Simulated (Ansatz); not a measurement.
**SiH2MeCl (CH5ClSi): the relaxed shape and its frontier levels**

Aim: characterise SiH2MeCl (CH5ClSi) as a singlet: its structure, frontier levels and distribution of charge.

Method: RKS PBE0-D4/def2-TZVP; program: Ansatz 0.2.0, Gaussian basis.

Levels to be run: relaxation at r2SCAN-D4/def2-TZVP; a search for the lowest solution at PBE0-D4/def2-SVP; a single point at PBE0-D4/def2-TZVP; harmonic vibrations at r2SCAN-D4/def2-TZVP.

1 further run of the same task is left out (it didn't finish). Runs told in other sessions of the task aren't counted.

## (1) The starting structure

8 atoms, charge 0, spin multiplicity 1.

Atoms are counted from 1 here; the program's logs count them from 0.

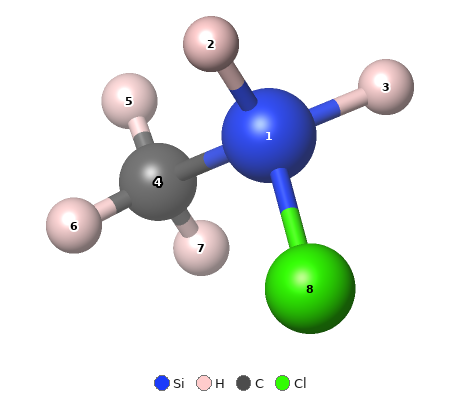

As it starts; silicon blue, hydrogen pink, carbon dark grey, chlorine green; atoms are numbered from 1 in the order of the file.

Coordinates:

```csv
atom,x (Å),y (Å),z (Å)
Si1,0.4690,-0.6732,0.3381
H2,0.4536,-0.7093,1.7993
H3,1.8397,-0.7273,-0.1659
C4,-0.4268,0.8662,-0.3094
H5,0.0300,1.7740,0.0727
H6,-1.4725,0.8728,-0.0122
H7,-0.3961,0.9154,-1.3956
Cl8,-0.4970,-2.3186,-0.3271
```

The start is a GFN2-xTB geometry.

## (2) Relaxation at r2SCAN-D4/def2-TZVP

Input file in.yaml:

```yaml
crystal:
  periodic: [false, false, false]
  atoms:
    - {symbol: Si, position_ang: [0.468960, -0.673160, 0.338110]}
    - {symbol: H, position_ang: [0.453620, -0.709260, 1.799300]}
    - {symbol: H, position_ang: [1.839750, -0.727340, -0.165900]}
    - {symbol: C, position_ang: [-0.426760, 0.866180, -0.309360]}
    - {symbol: H, position_ang: [0.029950, 1.774000, 0.072730]}
    - {symbol: H, position_ang: [-1.472500, 0.872760, -0.012210]}
    - {symbol: H, position_ang: [-0.396070, 0.915440, -1.395600]}
    - {symbol: Cl, position_ang: [-0.496950, -2.318630, -0.327070]}
basis:
  gaussian: {orbitals: def2-TZVP}
hamiltonian: {xc: r2scan, dispersion: d4}
scf: {lower_state_search: "off"}
output: {orbitals: {seedname: orbitals}}
relax: {f_tol: 0.02, max_steps: 100}
```

The run is started by

```
$ ansatz run in.yaml --threads 4 --pin off --events-out ev --progress --plain --max-ram 3916MiB
```

The runs that follow: Searching for the lowest solution, PBE0-D4/def2-SVP; Single point, PBE0-D4/def2-TZVP; Harmonic vibrations.

Before running them: what should the planned runs give, taken together? Wanted: point group; Cl–Si bond; HOMO, LUMO at PBE0-D4/def2-TZVP; dipole at r2SCAN-D4/def2-TZVP; lowest, highest wavenumber.

**Answer**, as computed:

| quantity | value |
| --- | --- |
| point group | Cs |
| Cl–Si bond | 2.065 Å |
| HOMO, LUMO at PBE0-D4/def2-TZVP | -8.75, 0.46 eV |
| dipole at r2SCAN-D4/def2-TZVP | 1.86 D |
| lowest, highest wavenumber | 168, 3130 cm⁻¹ |

The molecule keeps its bonding pattern by the stored test; the atoms moved 0.03 Å (rms). All wavenumbers are real: a minimum at this level. The point group is read from a loosely relaxed geometry; soft torsions can leave it below the true symmetry.
